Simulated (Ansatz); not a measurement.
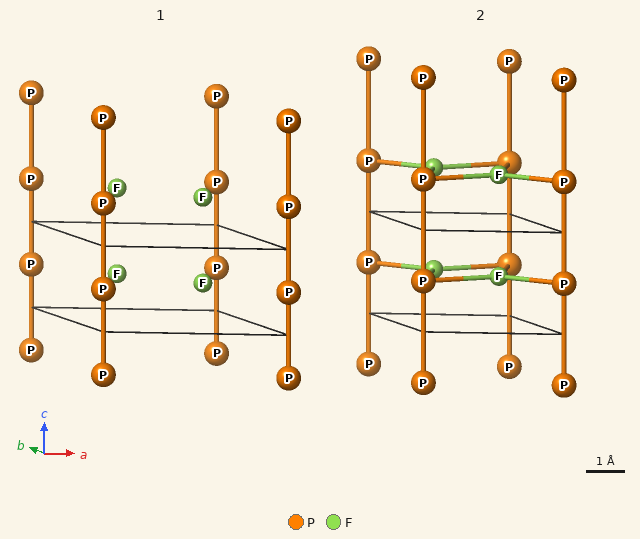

Two geometries of a crystal of PF2 (a generated structure, set up in P6/mmm) (coarse preliminary run), drawn at one scale. One is the start of a relaxation, the other its converged end. A ball-and-stick model of the cell of the calculation, repeated 1 × 1 × 2 with one cell outlined, seen slightly off an axis.

All numbers below come from DFT PBE+D3(BJ), scalar-relativistic, plane waves, PAW (Ansatz). (plane-wave cutoff 420 eV; k-point mesh 6 × 6 × 8; occupations gaussian; smearing width 0.1 eV; collinear spin; cell and atoms relaxed; force threshold 0.04 eV/Å; at most 70 steps)

**Which one is relaxed?**

Structure 2 is the relaxed one. After 11 accepted moves (14 points after the start) the energy has fallen by 3.417 eV per cell of the calculation. All forces vanish by symmetry, so only the cell relaxes. Pressure: −11.40 GPa at the start and 0.07 GPa at the end. At 3 points the geometry stayed and the basis and grid were re-selected for the new cell (energy shift of 51.2 meV per cell of the calculation at most each time). The atoms keep their places relative to the cell (all moves are under 0.005 Å). The volume changes by −31.6 %, with a = b 4.985 → 3.785 Å (−24.1 %), c 2.312 → 2.744 Å (+18.7 %). Near-neighbour distances that change, for instance: F–P 2.878 → 2.185 Å, P–P 2.312 → 2.744 Å. The space group stays P6/mmm (No. 191). The program noted that the starting moments weren't kept. The run may lie on a higher electronic state than the lowest, so the end point isn't shown to be the ground-state structure. Cost: 75 s on 1 thread of Intel(R) Xeon(R) Processor @ 2.70GHz, with other jobs on the host, peak memory 0.36 GiB.
